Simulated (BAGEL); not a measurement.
# HF/cc-pVTZ (density fitting with qzvpp-jkfit) run of AlH2Br (SMILES [H][Al]([H])[Br])

Aim: the energy change on altering one bond length of AlH2Br at HF/cc-pVTZ (density fitting with qzvpp-jkfit), from 2 runs. 

Program for the calculation: BAGEL 1.2.2.

18 further runs of the same task are left out: 8 for a known fault of the program, 9 that didn't finish, 1 set aside as unsound or not needed. Runs told in other sessions of the task aren't counted.

### 1 The molecule

AlH2Br has 4 atoms, charge 0, and is taken as a singlet. SMILES: `[H][Al]([H])[Br]`. The shape comes from GFN2-xTB, which is rough for such elements, and wasn't checked as a minimum.

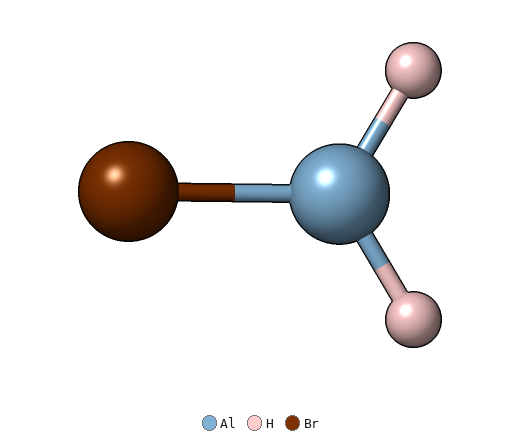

Viewed from a chosen angle; aluminium light blue, hydrogen pink, bromine brown.

### 2 The energy at HF/cc-pVTZ (density fitting with qzvpp-jkfit)

The input, calc.json:

```json
{ "bagel" : [

{
  "title" : "molecule",
  "basis" : "cc-pvtz.json",
  "df_basis" : "qzvpp-jkfit",
  "angstrom" : true,
  "geometry" : [
    { "atom" : "Al", "xyz" : [       0.085960,       0.143320,       0.001240 ] },
    { "atom" : "H", "xyz" : [       1.619870,       0.141230,       0.011920 ] },
    { "atom" : "H", "xyz" : [      -0.640600,       1.494120,      -0.021230 ] },
    { "atom" : "Br", "xyz" : [      -1.065230,      -1.778670,       0.008060 ] }
  ]
},

{
  "title" : "hf"
},

{
  "title" : "print",
  "file" : "orbitals.molden",
  "orbitals" : true
}

]}
```

The basis set cc-pVTZ is read from a file made from the Basis Set Exchange's data (not shown).

The run is started by

```bash
$ BAGEL_NUM_THREADS=1 BAGEL calc.json > calc.out
```

Log:

```text
* using 1 threads per process

  ===============================================================
  ===============================================================

  *** Geometry ***

  { "atom" : "Al", "xyz" : [      0.162441,      0.270836,      0.002343 ] },
  { "atom" : "H", "xyz" : [      3.061111,      0.266886,      0.022526 ] },
  { "atom" : "H", "xyz" : [     -1.210559,      2.823478,     -0.040119 ] },
  { "atom" : "Br", "xyz" : [     -2.012993,     -3.361199,      0.015231 ] },

  Number of auxiliary basis functions:      430

  Since a DF basis is specified, we compute 2- and 3-index integrals:
    o Being stored without compression. Storage requirement is 0.038 GB

  Number of basis functions:      105
  Number of electrons      :       50

    * METHOD: MOLECULE                             0.25

  *** RHF ***

  === Nuclear Repulsion ===
   127.8636788343

      * DIIS with orbital gradients will be used.

  === RHF iteration (cc-pvtz.json) ===
      0      -2815.58073334          0.00641723           0.09
      1      -2815.60877314          0.00246988           0.08
      2      -2815.61228753          0.00078584           0.08
      3      -2815.61272742          0.00005950           0.08
      4      -2815.61273099          0.00001818           0.08
      5      -2815.61273136          0.00000463           0.08
      6      -2815.61273138          0.00000140           0.08
      7      -2815.61273138          0.00000038           0.08
      8      -2815.61273138          0.00000006           0.08
      9      -2815.61273138          0.00000002           0.08
     10      -2815.61273138          0.00000001           0.08
    * SCF iteration converged.

    * Permanent dipole moment:
           (   -0.226130,    -0.377002,    -0.003164) a.u.

    * METHOD: HF                                   1.19

    * METHOD: PRINT                                0.03

  ===============================================================
```

It took 1.6 s on 1 thread of Arm Neoverse V1, shared host; peak memory 0.13 GiB.

### 3 The distorted shape, same level

The input, calc.json:

```json
{ "bagel": [

{
  "title": "molecule",
  "basis": "cc-pvtz.json",
  "df_basis": "qzvpp-jkfit",
  "angstrom": true,
  "geometry": [
    { "atom": "Al", "xyz": [       1.467362,       2.449665,      -0.006944 ] },
    { "atom": "H", "xyz": [       3.001272,       2.447575,       0.003736 ] },
    { "atom": "H", "xyz": [       0.740802,       3.800465,      -0.029414 ] },
    { "atom": "Br", "xyz": [      -1.065230,      -1.778670,       0.008060 ] }
  ]
},

{ "title": "hf" },

{ "title": "print", "file": "orbitals.molden", "orbitals": true }

]}
```

The basis set cc-pVTZ is read from a file made from the Basis Set Exchange's data (not shown).

The run is started by

```bash
$ BAGEL_NUM_THREADS=1 BAGEL calc.json > calc.out
```

Log:

```text
* using 1 threads per process

  ===============================================================
  ===============================================================

  *** Geometry ***

  { "atom" : "Al", "xyz" : [      2.772912,      4.629196,     -0.013122 ] },
  { "atom" : "H", "xyz" : [      5.671582,      4.625246,      0.007060 ] },
  { "atom" : "H", "xyz" : [      1.399913,      7.181838,     -0.055584 ] },
  { "atom" : "Br", "xyz" : [     -2.012993,     -3.361199,      0.015231 ] },

  Number of auxiliary basis functions:      430

  Since a DF basis is specified, we compute 2- and 3-index integrals:
    o Being stored without compression. Storage requirement is 0.038 GB

  Number of basis functions:      105
  Number of electrons      :       50

    * METHOD: MOLECULE                             0.24

  *** RHF ***

  === Nuclear Repulsion ===
    64.3372256381

      * DIIS with orbital gradients will be used.

  === RHF iteration (cc-pvtz.json) ===
      0      -2815.32715671          0.00786351           0.09
      1      -2815.35118924          0.00759510           0.09
      2      -2815.41746351          0.00136348           0.09
      3      -2815.41993685          0.00024358           0.09
      4      -2815.42001589          0.00006079           0.09
      5      -2815.42002345          0.00001547           0.08
      6      -2815.42002385          0.00000352           0.08
      7      -2815.42002386          0.00000077           0.08
      8      -2815.42002387          0.00000023           0.09
      9      -2815.42002387          0.00000014           0.09
     10      -2815.42002387          0.00000007           0.09
     11      -2815.42002387          0.00000004           0.09
     12      -2815.42002387          0.00000002           0.08
     13      -2815.42002387          0.00000001           0.09
     14      -2815.42002387          0.00000000           0.09
    * SCF iteration converged.

    * Permanent dipole moment:
           (   -3.044416,    -5.082492,     0.014502) a.u.

    * METHOD: HF                                   1.58

    * METHOD: PRINT                                0.03

  ===============================================================
```

Wall time 2 s (1 thread of Arm Neoverse V1, shared host); peak memory 0.15 GiB.

### 4 Summary of results

Level: HF/cc-pVTZ (density fitting with qzvpp-jkfit).

| quantity | value |
| --- | --- |
| first shape: total energy | -2815.61273 Eh |
| first shape: dipole moment | 1.12 D |
| first shape: HOMO energy | -11.27 eV |
| first shape: LUMO energy | 0.99 eV |
| first shape: HOMO–LUMO gap | 12.25 eV |
| distorted shape: total energy | -2815.42002 Eh |
| distorted shape: dipole moment | 15.06 D |
| distorted shape: HOMO energy | -7.62 eV |
| distorted shape: LUMO energy | -3.08 eV |
| distorted shape: HOMO–LUMO gap | 4.54 eV |
| energy change with the Al1–Br4 bond stretched from 2.240 to 4.929 Å | 5.244 eV |

With the Al1–Br4 bond stretched from 2.240 to 4.929 Å the energy rises by 5.24 eV (121 kcal/mol). The first shape isn't relaxed at this level, so the change isn't measured from a minimum. A restricted reference can't describe the breaking bond well at this length.
